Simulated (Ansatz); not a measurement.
## Electronic structure of Al$_{2}$As$_{5}$ in real space

The calculation's input:

```
crystal:
  lattice:
    - [3.9645925833, 0.0, 0.0]
    - [-1.9822962916, 3.4334378928, 0.0]
    - [0.0, 0.0, 23.7160584425]
  atoms:
    - { symbol: Al, position: [0.0, 0.0, 0.4244659378] }
    - { symbol: Al, position: [0.6666666667, 0.3333333333, 0.2833202514] }
    - { symbol: Al, position: [0.3333333333, 0.6666666667, 0.1420324297] }
    - { symbol: Al, position: [0.0, 0.0, 0.0007377095] }
    - { symbol: As, position: [0.3333333333, 0.6666666667, 0.4631478686] }
    - { symbol: As, position: [0.0, 0.0, 0.3187697751] }
    - { symbol: As, position: [0.6666666667, 0.3333333333, 0.1775339056] }
    - { symbol: As, position: [0.3333333333, 0.6666666667, 0.0361424183] }
    - { symbol: As, position: [0.0, 0.0, 0.8941193319] }
    - { symbol: As, position: [0.3333333333, 0.6666666667, 0.8431675527] }
    - { symbol: As, position: [0.3333333333, 0.6666666667, 0.6934039172] }
    - { symbol: As, position: [0.6666666667, 0.3333333333, 0.7467443239] }
    - { symbol: As, position: [0.6666666667, 0.3333333333, 0.5544470937] }
    - { symbol: As, position: [0.0, 0.0, 0.6074674847] }
basis:
  ecutwfc: 500
kpoints:
  mp_grid: { grid: [12, 12, 2] }
  band_path:
    path:
      - [[0.0, 0.0, 0.0], [0.5, 0.0, 0.0], [0.33333333, 0.33333333, 0.0], [0.0, 0.0, 0.0], [0.0, 0.0, 0.5], [0.5, 0.0, 0.5], [0.33333333, 0.33333333, 0.5], [0.0, 0.0, 0.5]]
      - [[0.5, 0.0, 0.5], [0.5, 0.0, 0.0]]
      - [[0.33333333, 0.33333333, 0.5], [0.33333333, 0.33333333, 0.0]]
    npoints: 10
hamiltonian:
  xc: r2scan
scf:
  occupations: { method: gaussian, width: 0.01 }
  n_extra_bands: 35
output:
  forces: true
  stress: true
  eigenvalues: true
  populations: true
  dos: { projected: true, de: 0.02, nscf_kmesh: { grid: [15, 15, 3] } }
  bader: false
  write_density: true
  write_potential: true
  elf: true
  volumetric_format: npy
```

Command:

```sh
ansatz run input.yaml --threads 1 --pin off --max-ram 2560MiB --backend cpu --events-out ev --progress --plain --runs-dir out
```

Below, planes, directions and counts refer to the conventional cell (a = 3.96 Å, b = 3.96 Å, c = 23.72 Å, α = 90.00°, β = 90.00°, γ = 120.00°).

Space group P3m1; a generated structure, not necessarily the stable one.

Computed with DFT r2SCAN, scalar-relativistic, plane waves, PAW (Ansatz).

In a PAW calculation such maps are meaningful between the atoms, not at the nuclei.

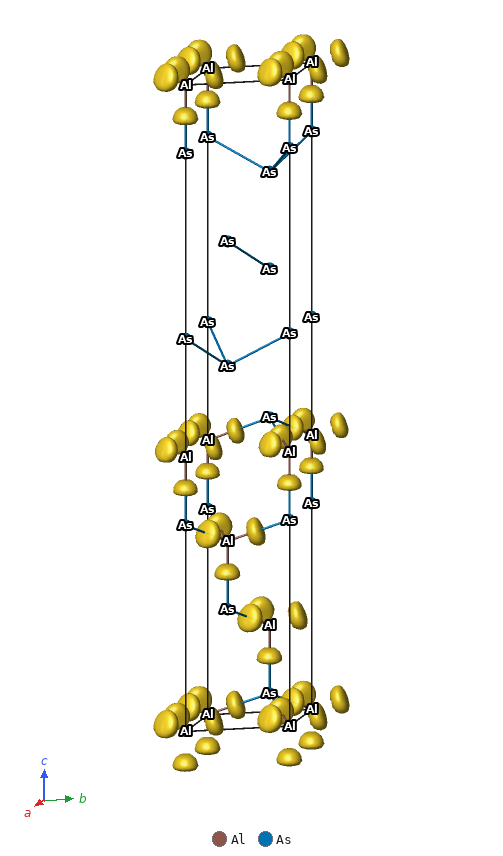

Figure 1. Isosurface of the ELF at 0.85 (yellow), seen slightly off an axis. Core shells and regions of very low density are left out. Sticks mark near contacts.

Q: Describe the localisation domains.

A: The surface consists of 16 regions between bonded Al–As atoms (shared pairs), counted in one cell of 14 atoms. Any copies at cell faces, edges or corners count once. Along the contacts the grid gives the following. Al–As (2.44 Å): the ELF peaks at about 0.95 between the atoms, as expected for a shared electron pair. As–As (2.59 Å): the ELF peaks at about 0.75 between the atoms.

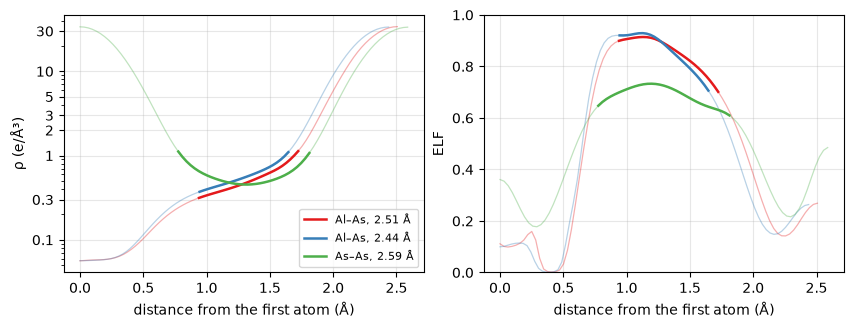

Figure 2. Valence charge density (pseudo) and electron localisation function along straight lines between neighbouring atoms. Thin, pale parts lie inside the atomic spheres.

Q: Compare the contacts.

A: Al–As (2.51 Å): ρ at the midpoint is about 0.44 e/Å³; the ELF peaks at about 0.90 between the atoms, as expected for a covalent bond.
Al–As (2.44 Å): the density is about 0.5 e/Å³ at the midpoint; the ELF peaks at about 0.95 between the atoms, as expected for localised, covalent bonding.
As–As (2.59 Å): ρ is about 0.45 e/Å³ halfway; the ELF peaks at about 0.75 between the atoms.
